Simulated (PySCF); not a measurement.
# C₂H₄F₂ (SMILES FCCF): what the fields show

Input

```
{"job": {"xc": "PBE0", "basis": "pcSseg-1", "kind": "nmr", "pop": true}, "charge": 0, "multiplicity": 1}
F     -1.229920    -0.836236     0.943291
C     -0.750905     0.069676     0.036508
C      0.753137    -0.067527    -0.042886
F      1.232499     0.840525    -0.947333
H     -1.204166    -0.121527    -0.950894
H     -1.024500     1.090101     0.354390
H      1.026988    -1.087111    -0.362904
H      1.205923     0.121511     0.945262
```

Run with:

```sh
OMP_NUM_THREADS=1 python ens_run.py task.json out
```

Geometry: PBE0-D3(BJ)/def2-SVP.

Theory: PBE0/pcSseg-1, SCF density, gas phase, non-relativistic in PySCF.

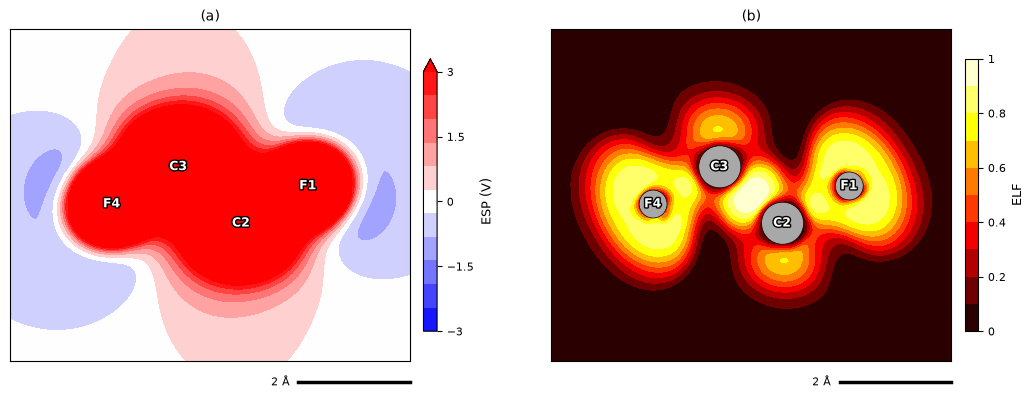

Figure 1. (a) molecular electrostatic potential; (b) electron localisation function on the plane of atoms F1, C2 and C3. Grey discs cover the atomic cores in the ELF map.

Question: Interpret the plot.

Answer:
- The plane passes through F and C nuclei.
- C–F (1.37 Å): the ELF peaks at about 0.85 between the atoms (a polar covalent bond).
- C–C (1.51 Å): the ELF peaks at about 0.95 between the atoms: localised, covalent bonding.
- The ELF also peaks beside F4 and F1, away from the bonds: lone-pair regions.
- Outside the dense part of the molecule the potential is most negative (−1.0 V) near F1 and F4.

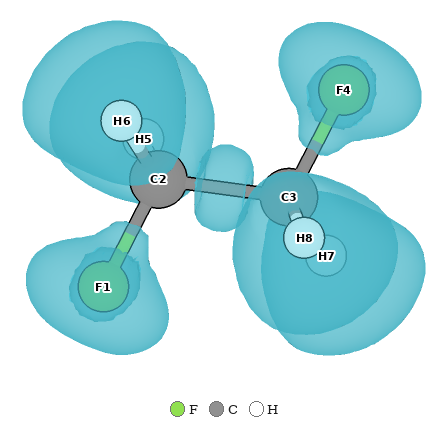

Figure 2. Isosurface of the electron localisation function at 0.75 (cyan), seen across its widest extent. Core shells and regions of very low density are left out.

Question: What do the ELF domains correspond to?

Answer: The surface consists of one region between bonded C–C atoms (shared pairs), four regions around hydrogen nuclei and two regions on F in which the atom's valence shell and bonds are merged.

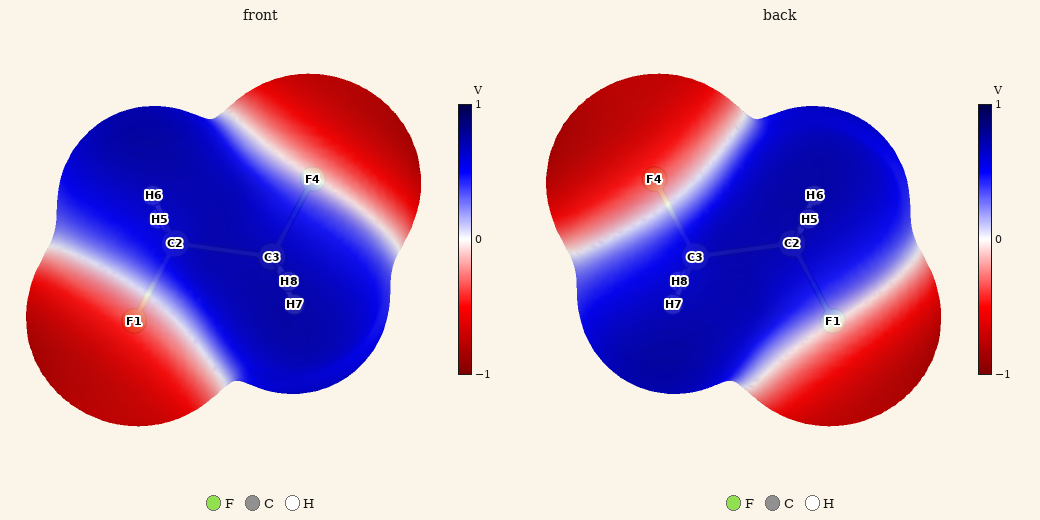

Figure 3. The electrostatic potential painted on the density surface at 0.001 e/bohr³, seen from the front and from behind; the colour scale runs from red (negative) to blue (positive).

Question: Describe the electrostatic potential map.

Answer: The most negative region (about −0.8 V) lies over F1 and F4, the most positive (about +0.7 V) over the C and H atoms.

Question: How polar is the molecule by this calculation?

Answer: Its dipole moment is zero.
